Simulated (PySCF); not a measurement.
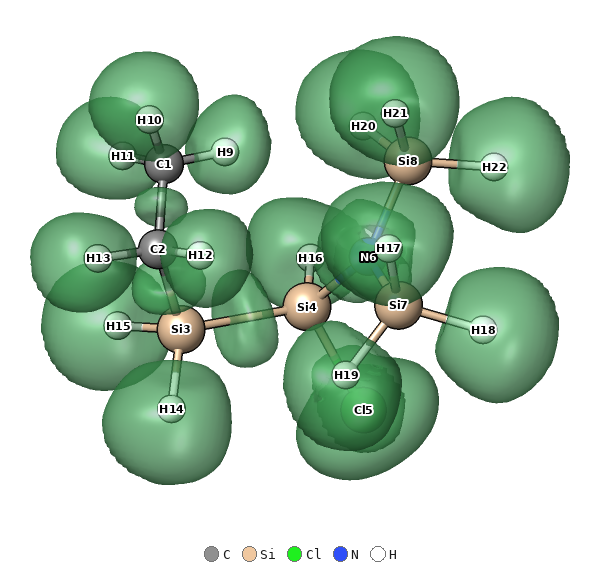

Figure 1: C2H14ClNSi4. Isosurface of the ELF at 0.8 (green), seen across its widest extent. Core shells and regions of very low density are left out.

Geometry: GFN2-xTB.

These are results of PySCF 2.14.0, PBE0/pcSseg-1, SCF density, gas phase, non-relativistic, not measurements.

```xyz
22

C    -2.1775    1.0791    0.1042
C    -2.0920   -0.3312    0.6784
Si   -1.4080   -1.5915   -0.5811
Si    0.6547   -0.8881   -1.3543
Cl    1.8901   -2.4360   -1.7761
N     1.4394    0.1016   -0.1431
Si    1.9603   -0.6084    1.3645
Si    1.8592    1.7724   -0.4093
H    -1.1895    1.4369   -0.1828
H    -2.5887    1.7732    0.8360
H    -2.8177    1.0982   -0.7756
H    -1.4454   -0.3149    1.5584
H    -3.0805   -0.6372    1.0246
H    -1.4018   -2.9133    0.0685
H    -2.3797   -1.7020   -1.6849
H     0.6718   -0.0878   -2.5814
H     1.5648    0.3024    2.4385
H     3.4124   -0.7863    1.3492
H     1.2661   -1.8891    1.4952
H     1.1137    2.2182   -1.5845
H     1.4356    2.5227    0.7724
H     3.3021    1.9003   -0.6177
```

**Identify the bonds, lone pairs and shells in this picture.**

The ELF exceeds this value in one region between bonded C–C atoms (shared pairs), one region between bonded C–Si atoms (shared pairs), one region between bonded Si–Si atoms (shared pairs), 14 regions around hydrogen nuclei, one region on Cl in which the atom's valence shell and bonds are merged and one region on N in which the atom's valence shell and bonds are merged. Along the contacts the grid gives the following. C–C (1.53 Å): the ELF peaks at about 0.95 between the atoms (a shared electron pair). Si–N (1.74 Å): the ELF peaks at about 0.90 between the atoms (a polar covalent bond).
